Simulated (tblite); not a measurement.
# Run report: C3H2F2N2S2 (charge +1), geometry relaxation (part 4 of 4)

Continued. System: C3H2F2N2S2, charge +1, multiplicity 2, SMILES FC(F)[S+]c1cnsn1. Method: GFN2-xTB geometry optimisation, gas phase (tblite 0.8.0). It belongs to a series of runs on one base structure; here: electron removed.

Geometry of the input (Å):
```
F  1.9853  -1.3002  -0.8870
C  2.1346  -0.1511  -0.1513
F  2.1506  0.9203  -0.9666
S  0.9158  0.0905  1.1488
C  -0.7417  0.3590  0.4672
C  -1.5793  -0.6864  0.2158
N  -2.7136  -0.2548  -0.2862
S  -2.7749  1.4479  -0.4605
N  -1.1689  1.5519  0.1760
H  3.1499  -0.2325  0.3125
H  -1.3523  -1.7419  0.4052
```

### Trajectory as extended XYZ, continued
```
11
Properties=species:S:1:pos:R:3:forces:R:3 step=71 energy=-781.51139
F     1.4303   -1.5187    0.4077    0.0050  -0.0040   0.0070
C     1.9581   -0.3632    0.0159    0.0080  -0.0150   0.0020
F     1.7949   -0.2524   -1.2977   -0.0170   0.0060  -0.0030
S     1.0291    1.0412    0.8680    0.0030  -0.0050   0.0080
C    -0.5793    0.6772    0.4159    0.0000  -0.0030   0.0020
C    -1.1275   -0.3400   -0.4689   -0.0090  -0.0020  -0.0080
N    -2.4128   -0.2567   -0.5427    0.0090  -0.0090  -0.0060
S    -2.9679    0.9680    0.3947    0.0060   0.0060  -0.0010
N    -1.5488    1.4393    0.9214   -0.0080   0.0120   0.0030
H     3.0211   -0.3054    0.2879    0.0050   0.0110  -0.0040
H    -0.5916   -1.0866   -1.0281   -0.0020   0.0020   0.0010
11
Properties=species:S:1:pos:R:3:forces:R:3 step=73 energy=-781.51146
F     1.4305   -1.5199    0.4069    0.0110  -0.0040  -0.0010
C     1.9582   -0.3645    0.0157   -0.0020   0.0100  -0.0020
F     1.7935   -0.2498   -1.2977   -0.0190  -0.0060   0.0060
S     1.0290    1.0396    0.8707   -0.0010  -0.0100   0.0050
C    -0.5796    0.6776    0.4169    0.0010  -0.0010   0.0010
C    -1.1272   -0.3398   -0.4681    0.0060  -0.0080  -0.0070
N    -2.4122   -0.2566   -0.5439   -0.0010  -0.0070  -0.0030
S    -2.9683    0.9686    0.3925    0.0010   0.0080  -0.0050
N    -1.5500    1.4402    0.9204    0.0050   0.0100   0.0080
H     3.0216   -0.3056    0.2857    0.0040   0.0060   0.0020
H    -0.5902   -1.0873   -1.0251   -0.0040   0.0020  -0.0020
11
Properties=species:S:1:pos:R:3:forces:R:3 step=74 energy=-781.51152
F     1.4319   -1.5207    0.4072    0.0150  -0.0080  -0.0040
C     1.9588   -0.3652    0.0158   -0.0080   0.0250  -0.0030
F     1.7915   -0.2486   -1.2971   -0.0160  -0.0130   0.0060
S     1.0288    1.0380    0.8726   -0.0030  -0.0080   0.0060
C    -0.5799    0.6778    0.4168    0.0040   0.0000   0.0010
C    -1.1275   -0.3398   -0.4681    0.0130  -0.0070  -0.0020
N    -2.4123   -0.2567   -0.5443   -0.0040  -0.0030  -0.0010
S    -2.9684    0.9692    0.3915   -0.0010   0.0090  -0.0070
N    -1.5503    1.4411    0.9196    0.0070   0.0050   0.0060
H     3.0227   -0.3049    0.2839   -0.0020   0.0030   0.0030
H    -0.5899   -1.0876   -1.0238   -0.0040  -0.0020  -0.0060
11
Properties=species:S:1:pos:R:3:forces:R:3 step=75 energy=-781.51159
F     1.4347   -1.5216    0.4076    0.0180  -0.0120  -0.0040
C     1.9598   -0.3655    0.0162   -0.0140   0.0330  -0.0060
F     1.7888   -0.2474   -1.2962   -0.0110  -0.0170   0.0040
S     1.0284    1.0357    0.8750   -0.0050  -0.0050   0.0080
C    -0.5803    0.6778    0.4163    0.0070   0.0010   0.0050
C    -1.1283   -0.3400   -0.4682    0.0170  -0.0040   0.0040
N    -2.4131   -0.2567   -0.5446   -0.0040   0.0030   0.0020
S    -2.9685    0.9704    0.3902    0.0000   0.0100  -0.0070
N    -1.5502    1.4420    0.9185    0.0070  -0.0020   0.0020
H     3.0245   -0.3037    0.2817   -0.0120   0.0010   0.0030
H    -0.5904   -1.0883   -1.0225   -0.0030  -0.0070  -0.0110
11
Properties=species:S:1:pos:R:3:forces:R:3 step=76 energy=-781.51169
F     1.4387   -1.5230    0.4077    0.0210  -0.0120  -0.0010
C     1.9608   -0.3653    0.0166   -0.0160   0.0280  -0.0060
F     1.7852   -0.2462   -1.2950   -0.0060  -0.0150  -0.0050
S     1.0278    1.0326    0.8785   -0.0070   0.0010   0.0110
C    -0.5806    0.6777    0.4157    0.0080  -0.0020   0.0080
C    -1.1292   -0.3405   -0.4682    0.0150   0.0030   0.0120
N    -2.4139   -0.2565   -0.5450    0.0020   0.0100   0.0070
S    -2.9685    0.9724    0.3883    0.0030   0.0090  -0.0080
N    -1.5500    1.4432    0.9172    0.0040  -0.0100  -0.0050
H     3.0266   -0.3019    0.2789   -0.0240   0.0010   0.0030
H    -0.5914   -1.0899   -1.0207    0.0000  -0.0120  -0.0150
11
Properties=species:S:1:pos:R:3:forces:R:3 step=78 energy=-781.51198
F     1.4512   -1.5277    0.4052    0.0200   0.0020   0.0100
C     1.9622   -0.3633    0.0170   -0.0140  -0.0140  -0.0050
F     1.7744   -0.2414   -1.2923    0.0020   0.0020  -0.0240
S     1.0260    1.0231    0.8917   -0.0120   0.0080   0.0080
C    -0.5808    0.6773    0.4154    0.0030  -0.0130   0.0170
C    -1.1305   -0.3426   -0.4664    0.0050   0.0100   0.0190
N    -2.4149   -0.2554   -0.5466    0.0110   0.0230   0.0130
S    -2.9679    0.9800    0.3798    0.0090   0.0050  -0.0080
N    -1.5494    1.4468    0.9127    0.0040  -0.0160  -0.0160
H     3.0303   -0.2961    0.2706   -0.0380   0.0090   0.0020
H    -0.5950   -1.0979   -1.0128    0.0090  -0.0140  -0.0160
11
Properties=species:S:1:pos:R:3:forces:R:3 step=79 energy=-781.51219
F     1.4595   -1.5313    0.4022    0.0120   0.0110   0.0140
C     1.9619   -0.3620    0.0165   -0.0090  -0.0370  -0.0040
F     1.7667   -0.2370   -1.2913    0.0000   0.0120  -0.0250
S     1.0247    1.0163    0.9023   -0.0140   0.0040  -0.0020
C    -0.5806    0.6767    0.4167    0.0010  -0.0170   0.0210
C    -1.1303   -0.3443   -0.4641    0.0050   0.0010   0.0150
N    -2.4142   -0.2542   -0.5483    0.0060   0.0260   0.0110
S    -2.9669    0.9860    0.3719    0.0090   0.0020  -0.0070
N    -1.5492    1.4493    0.9095    0.0070  -0.0110  -0.0160
H     3.0309   -0.2922    0.2646   -0.0320   0.0170   0.0040
H    -0.5970   -1.1047   -1.0058    0.0140  -0.0070  -0.0110
11
Properties=species:S:1:pos:R:3:forces:R:3 step=80 energy=-781.51239
F     1.4666   -1.5346    0.3998    0.0000   0.0160   0.0100
C     1.9605   -0.3612    0.0156   -0.0020  -0.0440   0.0010
F     1.7588   -0.2324   -1.2909   -0.0050   0.0150  -0.0190
S     1.0235    1.0101    0.9126   -0.0120  -0.0050  -0.0130
C    -0.5804    0.6759    0.4192    0.0050  -0.0210   0.0170
C    -1.1290   -0.3457   -0.4616    0.0020  -0.0090   0.0130
N    -2.4123   -0.2526   -0.5506   -0.0040   0.0250   0.0050
S    -2.9656    0.9916    0.3635    0.0030   0.0000  -0.0060
N    -1.5491    1.4513    0.9067    0.0090  -0.0020  -0.0090
H     3.0301   -0.2886    0.2586   -0.0150   0.0230   0.0050
H    -0.5976   -1.1110   -0.9989    0.0180   0.0020  -0.0040
11
Properties=species:S:1:pos:R:3:forces:R:3 step=81 energy=-781.51254
F     1.4714   -1.5368    0.3986   -0.0130   0.0080   0.0030
C     1.9591   -0.3612    0.0147    0.0030  -0.0260   0.0000
F     1.7529   -0.2289   -1.2911   -0.0080   0.0090  -0.0040
S     1.0225    1.0061    0.9193   -0.0060  -0.0120  -0.0190
C    -0.5803    0.6744    0.4220    0.0090  -0.0190   0.0130
C    -1.1279   -0.3468   -0.4595    0.0100  -0.0220   0.0060
N    -2.4104   -0.2509   -0.5530   -0.0180   0.0180  -0.0030
S    -2.9643    0.9956    0.3571   -0.0050   0.0020  -0.0040
N    -1.5490    1.4522    0.9053    0.0080   0.0070  -0.0010
H     3.0287   -0.2858    0.2543    0.0030   0.0250   0.0050
H    -0.5973   -1.1151   -0.9938    0.0170   0.0100   0.0020
11
Properties=species:S:1:pos:R:3:forces:R:3 step=82 energy=-781.51266
F     1.4741   -1.5381    0.3986   -0.0200   0.0000  -0.0050
C     1.9581   -0.3617    0.0140    0.0060  -0.0030   0.0020
F     1.7488   -0.2268   -1.2913   -0.0090  -0.0020   0.0060
S     1.0220    1.0038    0.9225    0.0000  -0.0150  -0.0180
C    -0.5804    0.6728    0.4246    0.0140  -0.0160   0.0050
C    -1.1271   -0.3477   -0.4581    0.0110  -0.0240   0.0060
N    -2.4092   -0.2493   -0.5551   -0.0220   0.0110  -0.0070
S    -2.9633    0.9981    0.3530   -0.0120   0.0060  -0.0020
N    -1.5488    1.4525    0.9050    0.0040   0.0090   0.0050
H     3.0277   -0.2837    0.2515    0.0140   0.0230   0.0040
H    -0.5963   -1.1171   -0.9906    0.0150   0.0110   0.0020
11
Properties=species:S:1:pos:R:3:forces:R:3 step=84 energy=-781.51284
F     1.4797   -1.5403    0.3969   -0.0170  -0.0080  -0.0110
C     1.9581   -0.3620    0.0129    0.0050   0.0230   0.0000
F     1.7422   -0.2225   -1.2913   -0.0010  -0.0170   0.0140
S     1.0211    0.9988    0.9270    0.0040  -0.0100  -0.0030
C    -0.5811    0.6682    0.4294    0.0070  -0.0030  -0.0040
C    -1.1279   -0.3510   -0.4547    0.0070  -0.0100   0.0050
N    -2.4090   -0.2457   -0.5594   -0.0090  -0.0010  -0.0030
S    -2.9620    1.0044    0.3453   -0.0070   0.0110   0.0010
N    -1.5480    1.4530    0.9043   -0.0050   0.0000   0.0040
H     3.0281   -0.2783    0.2469    0.0110   0.0120  -0.0020
H    -0.5957   -1.1220   -0.9834    0.0050   0.0040  -0.0010
11
Properties=species:S:1:pos:R:3:forces:R:3 step=85 energy=-781.51289
F     1.4821   -1.5411    0.3950   -0.0100  -0.0060  -0.0070
C     1.9587   -0.3614    0.0126    0.0020   0.0150  -0.0010
F     1.7401   -0.2207   -1.2909    0.0030  -0.0130   0.0080
S     1.0207    0.9962    0.9293    0.0020  -0.0030   0.0040
C    -0.5813    0.6663    0.4309   -0.0010   0.0010  -0.0030
C    -1.1287   -0.3528   -0.4529    0.0030  -0.0020   0.0010
N    -2.4095   -0.2444   -0.5608    0.0000  -0.0040   0.0020
S    -2.9615    1.0076    0.3420    0.0000   0.0100   0.0010
N    -1.5477    1.4535    0.9037   -0.0040  -0.0050   0.0000
H     3.0291   -0.2758    0.2452    0.0030   0.0060  -0.0040
H    -0.5964   -1.1249   -0.9799    0.0010   0.0020   0.0000
11
Properties=species:S:1:pos:R:3:forces:R:3 step=86 energy=-781.51291
F     1.4827   -1.5414    0.3938   -0.0030  -0.0010  -0.0030
C     1.9589   -0.3608    0.0125    0.0000   0.0020   0.0010
F     1.7393   -0.2201   -1.2907    0.0040  -0.0060   0.0010
S     1.0206    0.9949    0.9308   -0.0010   0.0010   0.0050
C    -0.5813    0.6658    0.4313   -0.0040  -0.0010  -0.0030
C    -1.1289   -0.3536   -0.4522   -0.0030   0.0050   0.0010
N    -2.4096   -0.2441   -0.5611    0.0040  -0.0030   0.0040
S    -2.9613    1.0091    0.3405    0.0030   0.0050   0.0000
N    -1.5476    1.4538    0.9032   -0.0020  -0.0050  -0.0010
H     3.0295   -0.2747    0.2444   -0.0010   0.0040  -0.0040
H    -0.5968   -1.1263   -0.9784    0.0020   0.0000  -0.0010
```

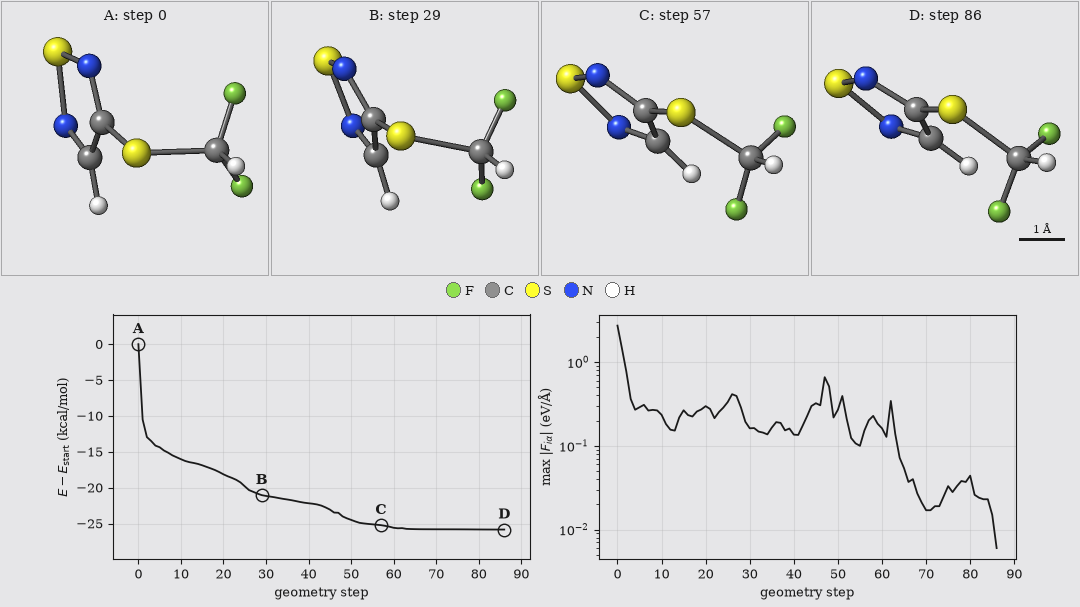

Frames of the relaxation (ball-and-stick view, seen at a tilt) above the curves, on which the letters mark them (steps are counted from 0).

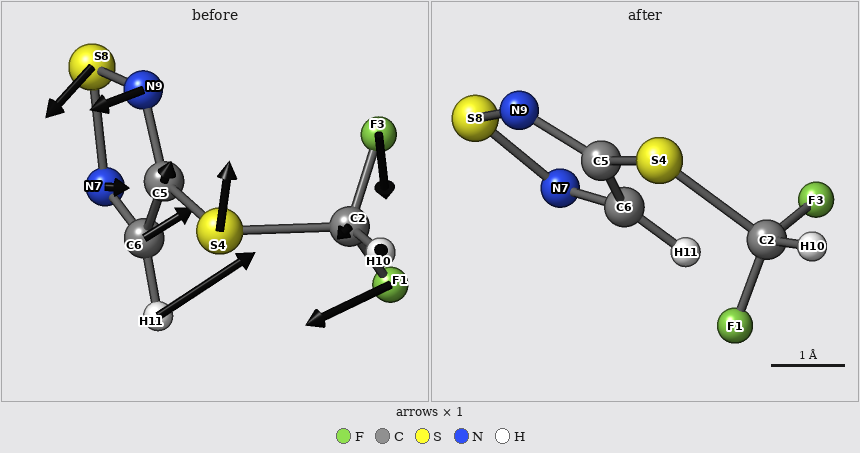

Before (left) and after (right) the relaxation, at one scale (ball-and-stick view, seen at a tilt). The black arrows give the displacements, at true length. The atom that moves furthest after the best rigid fit is H11 (1.62 Å). Largest moves by element: H 1.62 Å, F 1.39 Å, S 1.01 Å, C 0.82 Å, N 0.82 Å. Distances before and after: S8–N9 1.731 → 1.585 Å, S4–C5 1.812 → 1.710 Å, C5–C6 1.363 → 1.456 Å, C2–S4 1.798 → 1.887 Å. Among the angles that change: C2–S4–C5 111.6° → 100.7°, S4–C5–C6 121.2° → 131.6°, N7–S8–N9 89.4° → 96.3°. Over 86 geometry steps the energy falls by 25.8 kcal/mol. Largest force component: 2.7 eV/Å at the start, 0.006 eV/Å at the end. (Atoms are counted from 1 in the order of the input.)

### Key numbers

```json
{"quantity": "outcome", "value": "converged"}
{"quantity": "total energy", "value": "−781.5129 eV"}
{"quantity": "peak memory", "value": "0.18 GiB"}
```
